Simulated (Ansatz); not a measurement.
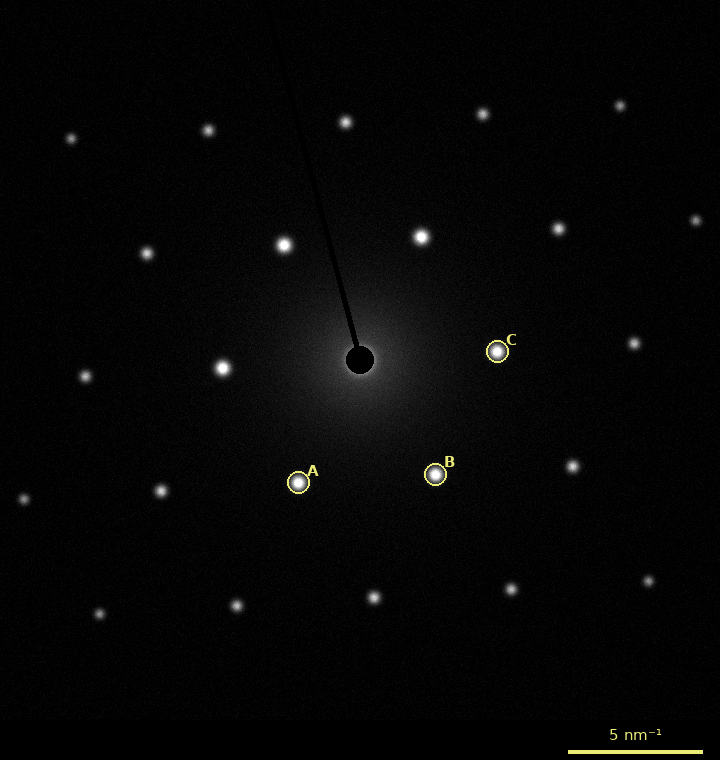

Simulated selected-area electron diffraction pattern (120 kV, kinematic approximation, thin crystal, B = 0.3 Å² for all atoms). The zone axis points towards the electron source and the pattern is seen from the source side.

BiS2N, space group R-3m (No. 166), a = 3.88 Å, c = 16.46 Å (hexagonal axes). Structure: coordinates from a relaxation with DFT, PAW plane waves, r2scan (Ansatz 0.2.0); the starting structure was generated, so it need not be a known form of this composition.

Spot A is indexed -2 1 0 and spot B -1 -1 0.

Q: What are the indices of the remaining marked spot?

A: C = −A + B = 1 -2 0 (d = 1.940 Å).

Q: Find the zone axis.

A: The cross product of A and B is parallel to [001]; every spot obeys hu + kv + lw = 0.
